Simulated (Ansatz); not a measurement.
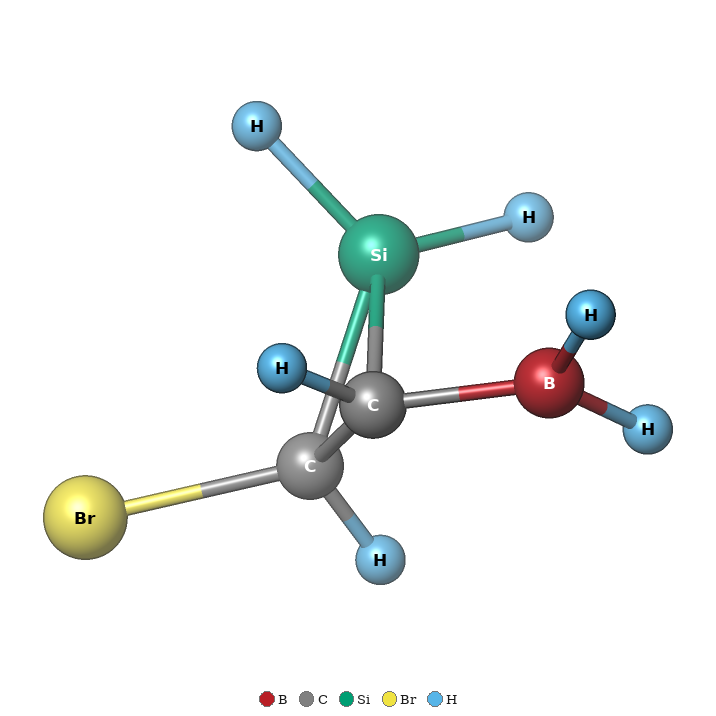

Atoms fade into the background with distance from the viewer. Computed geometry: PBE0-D4/def2-TZVP optimisation. No frequency run is at hand to confirm it as a minimum.

List the symmetry elements and name the point group.

It has no symmetry element but the identity, so the point group is C1. The group has 1 operation. The geometry is chiral, and symmetry allows a dipole moment.
